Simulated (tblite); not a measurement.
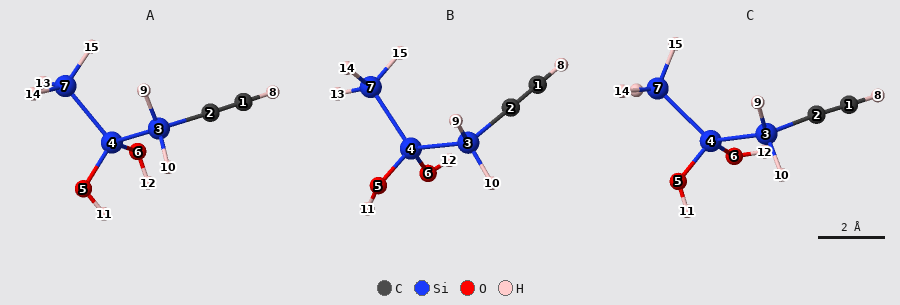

3 geometries from one relaxation of C$_{2}$H$_{8}$O$_{2}$Si$_{3}$, in shuffled order. The picture is a ball-and-stick view, seen at a tilt.

The calculation used tblite, GFN2-xTB geometry optimisation, gas phase. 

Q: Put them in the order of the run, from the start to the converged end.

A: A, C, B. They are steps 0, 86, 258, at +18.3 kcal/mol, +1.70 kcal/mol relative to the last. Over 258 geometry steps the energy falls by 18.3 kcal/mol. The largest move after the best rigid fit is that of H9, 1.17 Å. Largest moves by element: H 1.17 Å, O 0.81 Å, C 0.58 Å, Si 0.53 Å. Near-neighbour distances that change, for instance: Si3–Si4 2.227 → 2.321 Å, Si4–O5 1.715 → 1.636 Å, Si4–O6 1.703 → 1.653 Å, O5–H11 0.998 → 0.953 Å. Among the angles between lasting bonds that change: Si3–Si4–Si7 106.5° → 120.4°, Si4–O5–H11 106.2° → 119.5°, Si4–O6–H12 108.3° → 121.1°. Groups turn about Si4–O6 by about 140°, Si4–O5 by about 65°, Si3–Si4 by about 40°.
